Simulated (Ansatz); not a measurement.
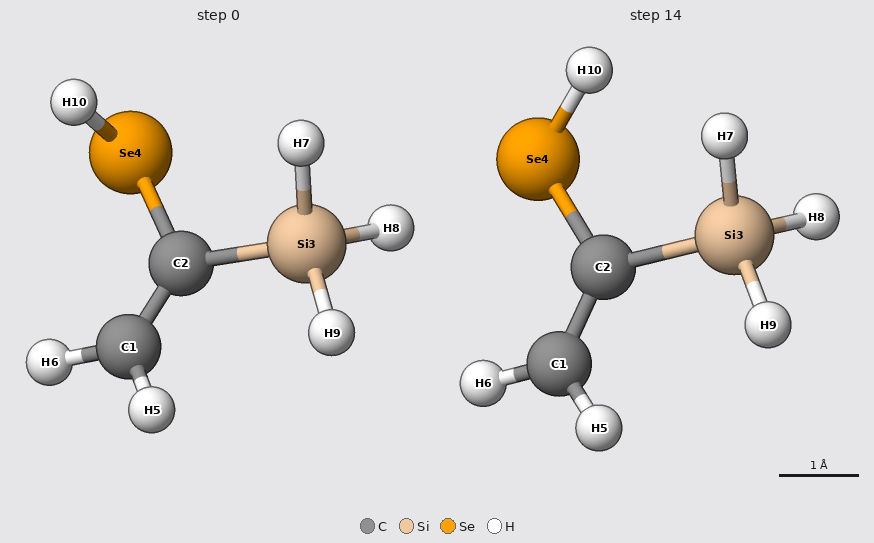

The structure of C₂H₆SeSi (coarse preliminary run) before (left) and after (right) a relaxation, at one scale.

The picture is a ball-and-stick view, seen at a tilt.

The start comes from a force field.

Level of theory: Ansatz, RKS PBE-D4/def2-SVP.

Input file:
```yaml
crystal:
  periodic: [false, false, false]
  atoms:
    - {symbol: C, position_ang: [-1.143500, 0.926100, -0.140600]}
    - {symbol: C, position_ang: [-0.233600, 0.081000, -0.413900]}
    - {symbol: Si, position_ang: [0.475500, -0.938500, 0.922100]}
    - {symbol: Se, position_ang: [0.485600, -0.133000, -2.212900]}
    - {symbol: H, position_ang: [-1.563000, 1.105300, 0.839700]}
    - {symbol: H, position_ang: [-1.618200, 1.584200, -0.953200]}
    - {symbol: H, position_ang: [1.978000, -0.667400, 1.019300]}
    - {symbol: H, position_ang: [0.333100, -2.346700, 0.630600]}
    - {symbol: H, position_ang: [-0.117600, -0.594700, 2.266100]}
    - {symbol: H, position_ang: [1.486700, 0.932500, -1.954300]}
basis:
  gaussian: {orbitals: def2-SVP}
hamiltonian: {xc: pbe, dispersion: d4}
relax: {f_tol: 0.03, max_steps: 200}
```

Launched with:
```bash
ansatz run in.yaml --threads 4 --pin off --events-out ev --progress --plain --max-ram 10444MiB
```

### Summarise the run.

Over 12 accepted moves (14 points after the start) the energy falls by 10.8 kcal/mol. The largest force component goes from 4.3 to 0.0074 eV/Å. The line search rejected the trial steps at points 6, 10 of the run. The forces were under the threshold at step 11, but the run went on from there. The atom that moves furthest after the best rigid fit is H10 (1.09 Å). Largest moves by element: H 1.09 Å, Se 0.45 Å, C 0.24 Å, Si 0.17 Å. Some distances before and after: C1–C2 1.272 → 1.352 Å, C2–Si3 1.824 → 1.885 Å, Si3–H8 1.445 → 1.504 Å, C1–H6 1.148 → 1.104 Å. Bond angles that change, for instance: C2–C1–H5 125.6° → 120.4°, C2–Se4–H10 90.5° → 95.1°, H5–C1–H6 112.7° → 116.6°. Groups turn about C2–Se4 by about 65°.
